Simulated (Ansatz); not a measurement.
## Electronic structure of C2H2Cl2FSi (SMILES [CH]=C[Si](F)(Cl)Cl) (doublet) in real space

```xyz
8

C     0.9445   -1.5171    0.4933
C    -0.1827   -0.9903    0.1027
Si   -0.2788    0.8215   -0.2216
F     1.1381    1.4702    0.0576
Cl   -0.7716    1.2086   -2.1517
Cl   -1.6288    1.7260    0.9940
H     1.9488   -1.1785    0.7081
H    -1.0773   -1.5977   -0.0383
```

Geometry: PBE0-D4/def2-TZVP.

All numbers below come from Ansatz, UKS PBE0-D4/def2-TZVPP.

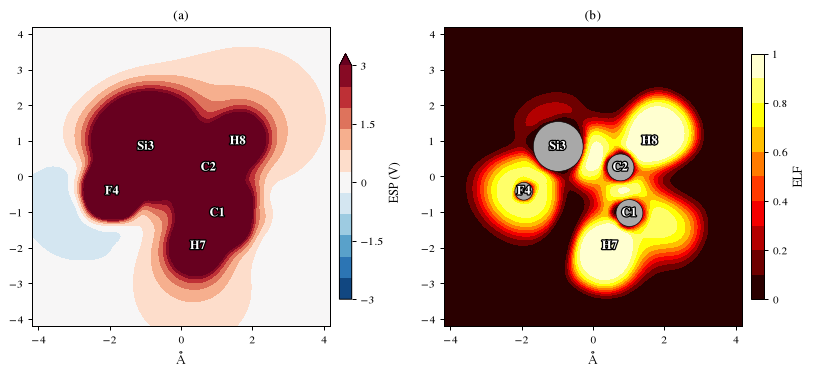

Figure 1. (a) electrostatic potential; (b) ELF on the plane of atoms C1, C2 and H8. Grey discs cover the atomic cores in the ELF map.

What does the map show?

Answer. The plane passes through C, Si, F and H nuclei.
C–C (1.30 Å): the ELF peaks at about 0.90 between the atoms; a multiple bond.
Si–F (1.58 Å): the ELF peaks at about 0.85 in the valence shell of F, 0.6 Å from its nucleus, and is about 0.45 at the midpoint.
C–Si (1.84 Å): the ELF peaks at about 0.95 between the atoms: localised, covalent bonding.
C–H (1.08 Å): the ELF climbs to about 1 towards the hydrogen, as it does in any bond to H: a covalent bond by its length.
The ELF also peaks beside C1 and F4, away from the bonds: non-bonding electrons, paired or unpaired.
Outside the dense part of the molecule the potential is most negative (−0.7 V) near F4.

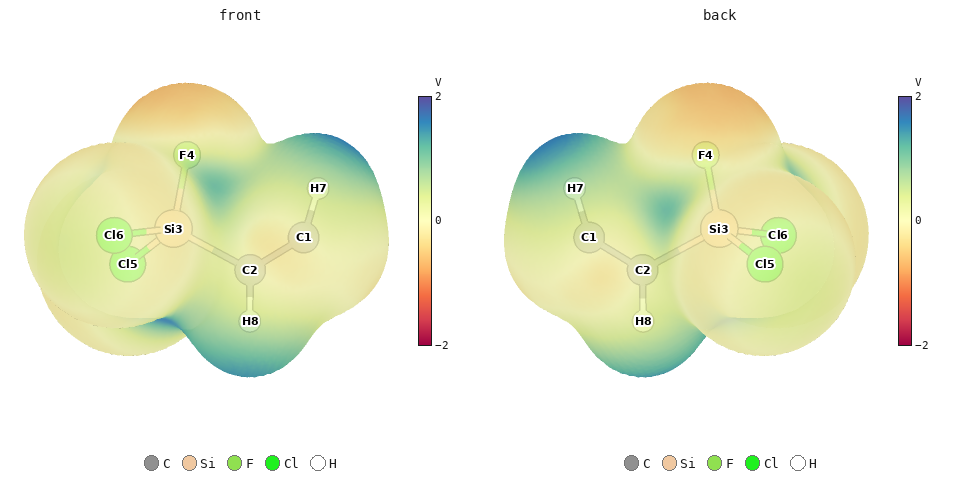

Figure 2. The electrostatic potential painted on the density surface at 0.002 e/bohr³, seen from the front and from behind; the colour scale runs from red (negative) to blue (positive).

Which sites attract a positive test charge, and which a negative one?

Answer. A positive charge is drawn to the negative regions and a negative charge to the positive ones. The most negative region (about −0.6 V) lies over F4, the most positive (about +1.6 V) over Si3 and H7. Cl5 shows a σ-hole: about +0.4 V at the tip opposite its bond, against about −0.1 V on its flanks. Cl6 shows a σ-hole: about +0.4 V at the tip opposite its bond, against about −0.1 V on its flanks.

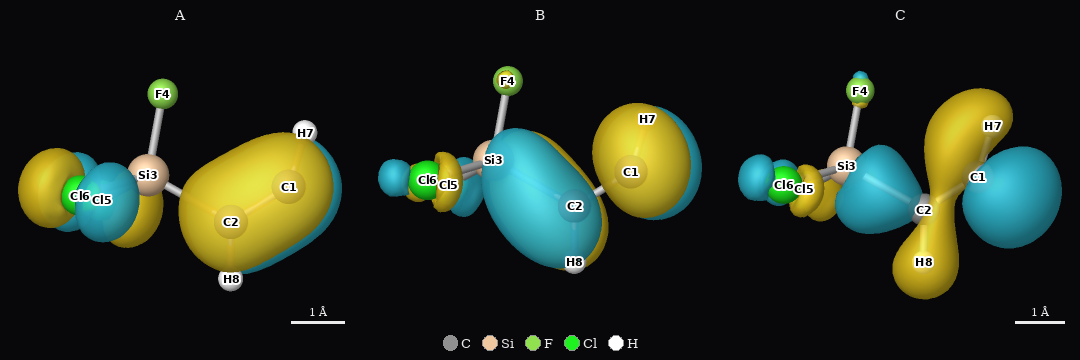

Figure 3. Three frontier orbitals at ±0.1 Å⁻³ᐟ² (yellow and cyan are the two phases), in no order.

Order the three orbitals by energy and name them. All are α orbitals.

Answer. A is the HOMO−1 (α) (−8.96 eV). It lies mainly on C1 (about 40 %), C2 (about 30 %), Cl6 (about 10 %) and Cl5 (about 10 %); π-bonding across C1–C2. C is the HOMO (α) (−7.20 eV). By Hirshfeld shares it lies mainly on C1 (about 55 %), C2 (about 15 %), Si3 (about 10 %) and H7 (about 5 %). B is the LUMO (α) (−1.20 eV). It lies mainly on C1 (about 40 %), C2 (about 30 %) and Si3 (about 15 %); π-antibonding (π*) across C1–C2.

What is the gap between the highest occupied and lowest empty α orbitals?

Answer. 6.00 eV between the orbital energies.
